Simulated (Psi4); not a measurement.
# InN2H5 (SMILES [NH2][InH][NH2]) at HF/STO-3G

Aim: the energy change on altering one bond length of InN2H5 at HF/STO-3G, from 2 runs. 

Program for the calculation: Psi4 1.11.

9 further runs of the same task are left out: 7 that didn't finish, 2 set aside as unsound or not needed. Runs told in other sessions of the task aren't counted.

### Step 1. The molecule

The species is InN2H5 (8 atoms), meant as a singlet with charge 0. As SMILES, `[NH2][InH][NH2]`. The shape is that of a PBE0-D4/def2-TZVP optimisation.

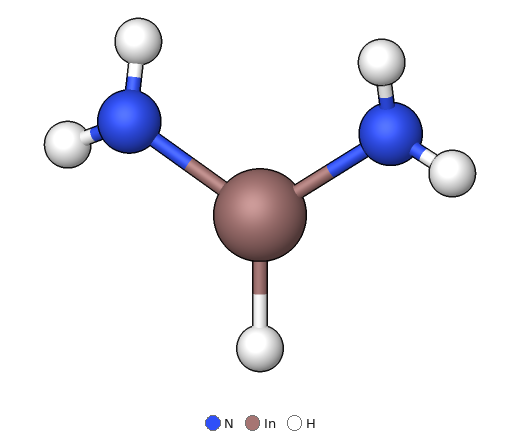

Viewed from a chosen angle; nitrogen blue, indium brown, hydrogen white.

### Step 2. The energy at HF/STO-3G

Input file h5inn2.xyz:

```xyz
8
H5InN2
N     -0.969700     0.858000    -1.127000
In     0.248000     0.564800     0.455500
N      0.742700    -1.375200     0.709600
H     -1.482100     0.076800    -1.506600
H     -1.538200     1.689200    -1.171800
H      0.799000     1.819200     1.467500
H      1.570900    -1.614700     1.231800
H      0.629500    -2.018100    -0.059000
```

Input file run.py:

```python
import psi4

psi4.set_memory(2200000000)
psi4.set_num_threads(1)
psi4.set_output_file('h5inn2.out', False)

with open('h5inn2.xyz') as f:
    atoms = ''.join(f.readlines()[2:])
geom = psi4.geometry('0 1\n' + atoms + 'symmetry c1')

psi4.set_options(dict(basis='STO-3G', puream=True, e_convergence=1e-09, d_convergence=1e-08, scf_type='pk'))

energy_value, wavefunction = psi4.energy("scf", molecule=geom, return_wfn=True)
psi4.oeprop(wavefunction, "DIPOLE", "QUADRUPOLE", "MULLIKEN_CHARGES")
print(f'total energy {energy_value:.8f} hartree = {energy_value * 27.211386:.5f} eV')
```

The run is started by

```bash
$ python run.py
```

h5inn2.out:

```text
[...]
  Running in c1 symmetry.
[...]
  Nuclear repulsion =  264.293722816688842
[...]
  Multiplicity = 1
[...]
  Nalpha       = 34
  Nbeta        = 34
[...]
    Number of basis functions: 42
[...]
   @RHF iter   1: -5792.88607393355323   -4.00266e+00   1.41954e-02 DIIS/ADIIS
[...]
   @RHF iter  11: -5793.28046057129177    9.09495e-13   3.87910e-09 DIIS
[...]
    Orbital Energies [Eh]
    ---------------------
    Doubly Occupied:
       1A   -986.870352     2A   -146.006296     3A   -138.018504
       4A   -138.016795     5A   -138.016666     6A    -27.691838
       7A    -24.711944     8A    -24.706679     9A    -24.706587
      10A    -16.577398    11A    -16.577249    12A    -16.576963
      13A    -16.571661    14A    -16.571356    15A    -15.189216
      16A    -15.189160    17A     -4.226382    18A     -3.048145
      19A     -3.035332    20A     -3.035097    21A     -0.995989
      22A     -0.990588    23A     -0.565274    24A     -0.554306
      25A     -0.552126    26A     -0.542262    27A     -0.540343
      28A     -0.522393    29A     -0.515148    30A     -0.443297
      31A     -0.354086    32A     -0.338899    33A     -0.277682
      34A     -0.254910
[...]
  @RHF Final Energy: -5793.28046057129177
   => Energetics <=
    Nuclear Repulsion Energy =            264.2937228166888417
    One-Electron Energy =               -8549.5665167159168050
    Two-Electron Energy =                2491.9923333279366489
    Total Energy =                      -5793.2804605712917692
[...]
 Multipole Moments:
 ------------------------------------------------------------------------------------
     Multipole            Electronic (a.u.)      Nuclear  (a.u.)        Total (a.u.)
 ------------------------------------------------------------------------------------
 L = 1.  Multiply by 2.5417464519 to convert [e a0] to [Debye]
 Dipole X            :          2.0988568           -2.0495310            0.0493258
 Dipole Y            :          4.7809338           -4.6678842            0.1130496
 Dipole Z            :          3.8560694           -3.7645708            0.0914986
 Magnitude           :                                                    0.1535749
 L = 2.  Multiply by 1.3450342976 to convert [e a0^2] to [Debye ang]
 Quadrupole XX       :        -93.7478943           71.0826545          -22.6652398
 Quadrupole XY       :         52.3124018          -53.0592167           -0.7468150
[...]
  Mulliken Charges: (a.u.)
   Center  Symbol    Alpha    Beta     Spin     Total
       1     N     3.80104  3.80104  0.00000 -0.60209
       2    IN    24.04300 24.04300  0.00000  0.91401
       3     N     3.80108  3.80108  0.00000 -0.60215
       4     H     0.43957  0.43957  0.00000  0.12085
       5     H     0.44013  0.44013  0.00000  0.11975
       6     H     0.59551  0.59551  0.00000 -0.19102
       7     H     0.44011  0.44011  0.00000  0.11978
       8     H     0.43957  0.43957  0.00000  0.12087
   Total alpha = 34.00000, Total beta = 34.00000, Total charge = -0.00000
```

Standard output:

```text
total energy -5793.28046057 hartree = -157643.19082 eV
```

Run time: 1 s. Hardware: 1 thread of AMD EPYC 9R45 (Zen 5), shared host; peak memory 0.19 GiB.

### Step 3. The distorted shape: energy and forces at HF/STO-3G

Input file h5inn2.in:

```
memory 2.2 GB

molecule molecule1 {
  0 1
  N
  In 1 3.6327
  N 2 2.018141 1 112.72333
  H 1 1.008426 2 119.28813 3 18.76805
  H 1 1.008014 4 109.60232 2 -143.33451
  H 2 1.70331 3 123.63027 1 -179.99422
  H 3 1.007953 2 119.67322 6 -21.56562
  H 3 1.008405 7 109.61074 2 143.2183
  symmetry c1
}

set {
  basis         STO-3G
  reference     rhf
  puream        true
  e_convergence 1e-09
  d_convergence 1e-08
  scf_type      pk
}

e, wfn = gradient('hf', return_wfn=True)
oeprop(wfn, 'WIBERG_LOWDIN_INDICES', 'LOWDIN_CHARGES', 'MAYER_INDICES', title='HF')
```

The run is started by

```bash
$ psi4 h5inn2.in h5inn2.out -n 1
```

h5inn2.out, cut to the lines that bear on the results:

```text
[...]
  Running in c1 symmetry.
[...]
  Nuclear repulsion =  213.232599326667071
[...]
  Multiplicity = 1
[...]
  Nalpha       = 34
  Nbeta        = 34
[...]
    Number of basis functions: 42
[...]
   @RHF iter   1: -5792.21000128574269   -3.79210e+00   1.68495e-02 DIIS/ADIIS
[...]
   @RHF iter  14: -5793.00313364023441   -1.27329e-11   8.60507e-09 DIIS
[...]
  @RHF Final Energy: -5793.00313364023441
   => Energetics <=
    Nuclear Repulsion Energy =            213.2325993266670707
    One-Electron Energy =               -8446.0579832211242319
    Two-Electron Energy =                2439.8222502542221264
    Total Energy =                      -5793.0031336402344095
[...]
 Multipole Moments:
 ------------------------------------------------------------------------------------
     Multipole            Electronic (a.u.)      Nuclear  (a.u.)        Total (a.u.)
 ------------------------------------------------------------------------------------
 L = 1.  Multiply by 2.5417464519 to convert [e a0] to [Debye]
 Dipole X            :         -0.0494828           -0.0006128           -0.0500956
 Dipole Y            :          5.2700130           -5.2762837           -0.0062708
 Dipole Z            :          9.9475116           -8.5063967            1.4411149
 Magnitude           :                                                    1.4419990
[...]
  -Total Gradient:
     Atom            X                  Y                   Z
    ------   -----------------  -----------------  -----------------
       1       -0.067100418150    -0.001477267636    -0.105043817091
       2        0.005481975828     0.020400281667     0.014664465768
       3        0.009612697814    -0.066352928139     0.032903951612
       4        0.030664228144     0.020386747296     0.024241036270
       5        0.031739734423    -0.019138310972     0.024587180582
       6        0.000287552397     0.024430542652     0.019645676606
       7       -0.006642827940     0.007318747576    -0.013122766088
       8       -0.004042942517     0.014432187342     0.002124271840
[...]
```

Wall time 1.6 s (1 thread of AMD EPYC 9R45 (Zen 5), shared host); peak memory 0.19 GiB.

### Step 4. Outcome

Level: HF/STO-3G.

| quantity | value |
| --- | --- |
| first shape: total energy | -5793.28046 Eh |
| first shape: dipole moment | 0.39 D |
| first shape: HOMO energy | -6.94 eV |
| first shape: LUMO energy | 7.11 eV |
| first shape: HOMO–LUMO gap | 14.05 eV |
| distorted shape: total energy | -5793.00313 Eh |
| distorted shape: dipole moment | 3.67 D |
| distorted shape: HOMO energy | -2.90 eV |
| distorted shape: LUMO energy | 3.11 eV |
| distorted shape: HOMO–LUMO gap | 6.01 eV |
| distorted shape: largest force on an atom | 6.410 eV/Å |
| energy change with the N1–In2 bond stretched from 2.018 to 3.633 Å | 7.546 eV |

In words: With the N1–In2 bond stretched from 2.018 to 3.633 Å the energy rises by 7.55 eV (174 kcal/mol). The first shape isn't relaxed at this level, so the change isn't measured from a minimum. A restricted reference can't describe the breaking bond well at this length. The minimal basis adds a large error of its own. Relativity is left out (first shape) although the molecule holds a heavy atom. Relativity is left out (distorted shape) although the molecule holds a heavy atom.
